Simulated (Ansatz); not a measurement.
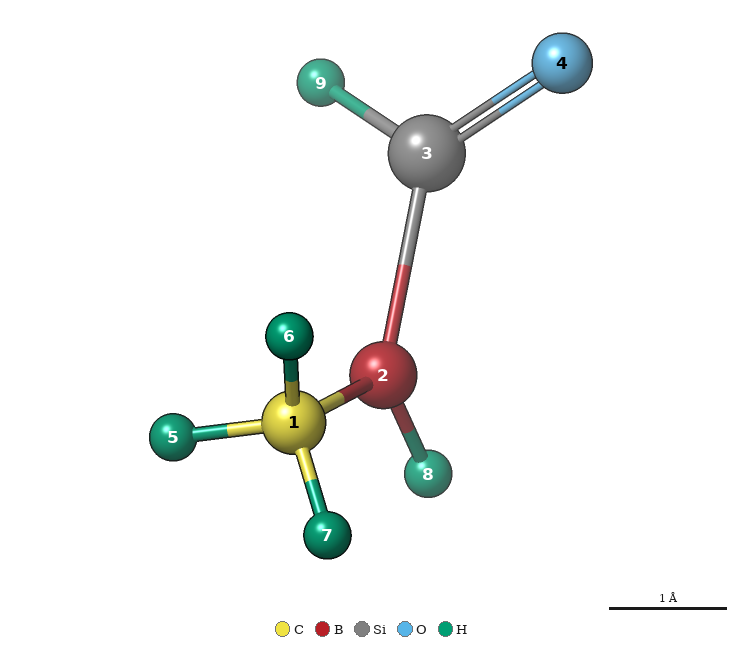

Orthographic view. Depth is shown by fading: the farther an atom, the more it takes the colour of the background. The computed structure is the end point of a PBE0-D4/def2-TZVP optimisation. No frequency run is at hand to confirm it as a minimum.

Write a Z-matrix (Å, degrees) in the order of the atom numbers, with these reference atoms: 2 to 1; 3 to 2, 1; 4 to 3, 2, 1; 5 to 1, 2, 3; 6 to 1, 5, 2; 7 to 1, 6, 5; 8 to 2, 1, 6; 9 to 3, 4, 2.

```
C  
B    1   1.548
Si   2   2.015   1   123.6
O    3   1.524   2   121.7   1    82.0
H    1   1.105   2   103.5   3    95.2
H    1   1.090   5   106.4   2   123.0
H    1   1.092   6   110.3   5  -113.8
H    2   1.200   1   119.5   6   160.3
H    3   1.500   4   121.7   2  -178.8
```
